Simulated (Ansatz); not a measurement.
**Cl3F3OSi2: taking an electron away**

How much energy removes an electron from Cl3F3OSi2 at fixed geometry? The cation is run at each level and the neutral's energy taken from earlier runs.

The runs use Ansatz 0.2.0, Gaussian basis; unrestricted cation, the program's frozen cores in correlated methods.

Plan: UKS PBE-D4/def2-TZVPP; UKS r2SCAN-D4/def2-TZVPP; UKS PBE0-D4/def2-TZVPP; UKS B3LYP-D4/def2-TZVPP; UKS wB97X-V/def2-TZVPP; UKS wB97M-V/def2-TZVPP; UKS B2PLYP/def2-TZVPP; UHF-CCSD(T)/def2-TZVPP; UHF-MP2/def2-QZVPP; extrapolation to the limit; then −ε(HOMO) from the neutral's earlier runs with LDA (SPW92), PBE-D4, revPBE-D4, BLYP-D4, r2SCAN-D4, B97M-V, PBE0-D4, B3LYP-D4, r2SCANh-D4, r2SCAN0-D4, HSE06-D4, BHLYP-D4, CAM-B3LYP-D4, LC-ωPBE, ωB97X-V, ωB97M-V.

**1. The relaxed structure**

All runs share one geometry, relaxed beforehand with PBE0-D4 in a triple-zeta def2 set.

SMILES `F[Si](F)(F)O[Si](Cl)(Cl)Cl`, 9 atoms, charge 0, spin multiplicity 1.

Atoms are counted from 1 here; the program's logs count them from 0.

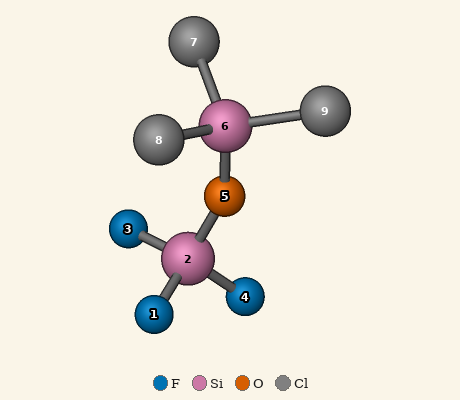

The structure; fluorine blue, silicon pink, oxygen orange, chlorine grey; atoms are numbered from 1 in the order of the file.

**2. Cation, UKS PBE-D4/def2-TZVPP**

in.yaml

```yaml
crystal:
  periodic: [false, false, false]
  atoms:
    - {symbol: F, position_ang: [-2.324100, 0.039080, 0.993178]}
    - {symbol: Si, position_ang: [-0.882375, 0.616832, 1.189710]}
    - {symbol: F, position_ang: [-0.231581, -0.076865, 2.434001]}
    - {symbol: F, position_ang: [-0.988652, 2.152785, 1.465525]}
    - {symbol: O, position_ang: [0.001845, 0.376129, -0.119619]}
    - {symbol: Si, position_ang: [0.847867, -0.510011, -1.168665]}
    - {symbol: Cl, position_ang: [2.589429, -1.071153, -0.315047]}
    - {symbol: Cl, position_ang: [-0.221439, -2.146242, -1.680139]}
    - {symbol: Cl, position_ang: [1.209006, 0.619444, -2.798942]}
basis:
  gaussian: {orbitals: def2-TZVPP}
total_charge: 1
magnetization: {spin_polarized: true, initial_magnetization: 1}
hamiltonian: {xc: pbe, dispersion: d4}
```

Further steps of the session: Cation, UKS r2SCAN-D4/def2-TZVPP; Cation, UKS PBE0-D4/def2-TZVPP; Cation, UKS B3LYP-D4/def2-TZVPP; Cation, UKS wB97X-V/def2-TZVPP; Cation, UKS wB97M-V/def2-TZVPP; Cation, UKS B2PLYP (frozen core)/def2-TZVPP; Cation, UHF-CCSD(T)/def2-TZVPP; Cation, UHF-MP2/def2-QZVPP.

**Question.** What will the summary of the whole plan be? Wanted: ionisation energy, CCSD(T)/CBS; nearest functional by difference; nearest −ε(HOMO); −ε(HOMO) of PBE; T1 of the cation.

**Answer**, as computed:

| quantity | value |
| --- | --- |
| ionisation energy, CCSD(T)/CBS | 12.35 eV |
| nearest functional by difference | ωB97X-V (-0.19 eV) |
| nearest −ε(HOMO) | LC-ωPBE (+0.10 eV) |
| −ε(HOMO) of PBE | 8.18 eV |
| T1 of the cation | 0.046 |

**Reading.** Energy differences with functionals land within 1.28 eV of the reference. −ε(HOMO) of PBE misses by 4.2 eV, since self-interaction lifts the level. Among orbital estimates LC-ωPBE comes nearest. Hartree-Fock falls 0.70 eV short, as the neutral has more correlation energy than the cation. The cation's T1 (from the report) is 0.046, above the customary mark of 0.045 for open shells, so the coupled-cluster value is less safe. The cation may have settled in a state other than its lowest; no search over hole states beyond the program's own was made.
